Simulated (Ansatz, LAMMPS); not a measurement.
# Static equation of state of glassy 73SiO2-12SrO-7K2O-7P2O5 (mol %) (130 atoms)

Density of this cell: 2.60 g/cm³. The cell holds 130 atoms: 30 Si, 5 Sr, 6 K, 6 P and 83 O. Cell: a = 12.493 Å, b = 12.265 Å, c = 12.682 Å, α = 90.0°, β = 93.1°, γ = 92.8°. The starting structure: 130 atoms (30 Si, 5 Sr, 6 K, 6 P, 83 O) placed at random at 2.55 g/cm³, melted at 4000 K for 10 ps at fixed volume with the Morse and Coulomb pair potential with partial charges (Pedone, Malavasi, Menziani, Cormack and Segre, J. Phys. Chem. B 110, 11780 (2006)). Quenched from 4000 K to 300 K at 50 K/ps and fixed volume, held 10 ps at zero pressure, then minimised at fixed cell.

Calculated with Ansatz 0.2.0: Kohn-Sham DFT, PBE, PAW (set soft_2), plane waves; cutoff 420 eV, Γ point, fixed occupations. Cell and atoms were relaxed first, to V0 = 14.908 Å³ an atom at a residual P0 = 0.005 GPa. The cell was then scaled evenly, and the atoms were relaxed at each volume.

```
volume (Å³/atom)  pressure (GPa)
          13.417           5.466
          14.013               ?
          14.461           1.410
          15.355          -1.163
          15.802          -2.181
```

**Question.** Fit the third-order Birch–Murnaghan equation to the rows given and interpolate to the withheld row.

**Working.**

Take the Eulerian strain f = ½[(V0/V)^(2/3) − 1] and the normalised pressure F = (P − P0) / [3f(1 + 2f)^(5/2)]. The third-order Birch–Murnaghan equation is then the line F = B0 + (3/2)B0(B′ − 4) f, so u = f and v = F.

| u = f | v = F (GPa) |
| --- | --- |
| 0.0363830 | 41.9778 |
| 0.0102569 | 43.3947 |
| -0.00975644 | 41.9175 |
| -0.0190504 | 42.1461 |

With n = 4: mean u = 0.00445825, mean v = 42.3590, Σ(u − ū)² = 0.0018075, Σ(u − ū)(v − v̄) = 0.0051153. Slope b = 0.0051153 / 0.0018075 = 2.8300; intercept a = v̄ − b ū = 42.346.

So B0 = a = 42.3 GPa and B′ = 4 + 2b/(3a) = 4.04. At the withheld volume f = 0.02106, F = a + b f = 42.41 GPa, and P = P0 + 3f(1 + 2f)^(5/2) F.

Prediction at 14.013: 2.975 GPa. The run gave 2.979 GPa, so the fit is low by 0.0039 GPa (0.13 % of the value).

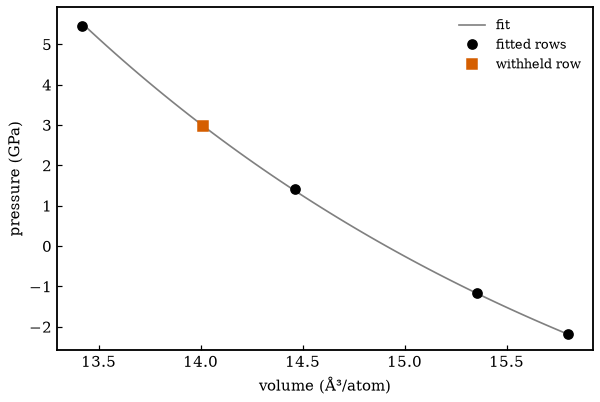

The fit, the rows that it rests on and the withheld row.

Among the rows given, the largest miss of the fit is at 13.417, by 0.061 GPa (0.80 % of the range of the table).

Limits: Static cells at zero temperature; the cell shape is held. The program notes that the SCF threshold of these relaxations is loose for the stress. The quench rate of 50 K/ps is many orders above laboratory rates, so the cell is likely richer in defects and strain than a real sample. The network of bonds at the start is that of the classical potential that made the cell, and needn't be the one that DFT or experiment would give. Only the Γ point is sampled, in a cell whose shortest periodic width is 12 Å.

[Logs are printed without paths, hosts, clocks, repeated set-up lines and the standing remarks that a program may print on its own settings, such as how far it seeks lower states.]

[Hosts, paths, dates, database ids (printed as entryN), source tags and the programs' standing remarks are cut or masked in the printed files.]
